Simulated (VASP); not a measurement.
Band structure of Mn$_{3}$AgN (space group Pm-3m). Method: LDA (Ceperley-Alder, Perdew-Zunger), VASP's LDA PAW potentials (set 64) (plane waves; VASP).

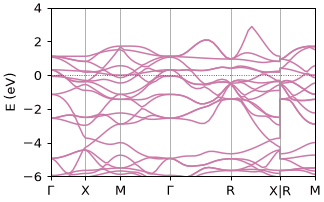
Figure. Bands along high-symmetry lines, zero at the valence-band maximum or, without a gap, the Fermi level

Task: Read the plot: is there a gap, and where are the band edges?

Result: It has no gap at this level: it comes out as a metal or semimetal. (Edges off the drawn lines would not show.)

The structure comes from a computed database's Mn3AgN entry (Pm-3m); how it stands against other phases isn't given here. It was relaxed first, which changed the volume by -19 %. The run is not spin-polarised, so no magnetic state was tried. The electron count is odd and the run is not spin-polarised, which forces a metal.
